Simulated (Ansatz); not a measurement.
The starting structures come from a database of crystals and need not be the phases stable at ambient conditions.

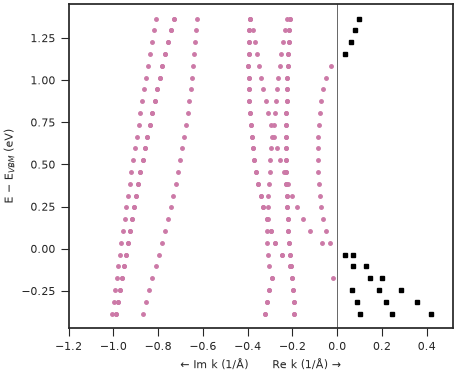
Complex bands at the centre of the two-dimensional zone; r2SCAN in Ansatz (an electronic-structure program)

No gap correction and no spin-orbit coupling; mid-gap values are interpolated between computed energies.

This is Ga$_{2}$HgTe$_{4}$ (I-4, not sure to be the ambient phase, 7 atoms a cell, 32.8 Å³ an atom) along the normal of (101). Read off the slowest decay at the centre of the two-dimensional zone at 0.53 eV, the computed energy nearest the middle of the gap.

κ ≈ 0.09 1/Å, a decay length 1/(2κ) of the density of 5.8 Å.
